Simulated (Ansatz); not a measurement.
**GaAs: response to strain**

Take GaAs in the zinc blende structure (space group F-43m, No. 216; a = 5.6667 Å) as the base.

Strains are applied to the cell and any free atomic positions relax.

Method: r2SCAN (Ansatz, a quantum-chemistry and plane-wave program), no spin-orbit coupling.

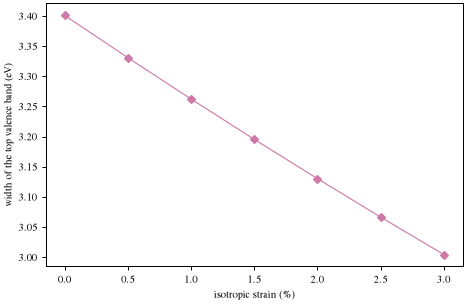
*Width of the top valence band against isotropic strain*

```tsv
isotropic strain (%)	width of the top valence band
0.5	3.33 eV
1	3.26 eV
1.5	3.20 eV
2	3.13 eV
2.5	3.07 eV
3	3.00 eV
```

The levels and masses belong to the bands next to the band gap. No phonon test of stability was made.
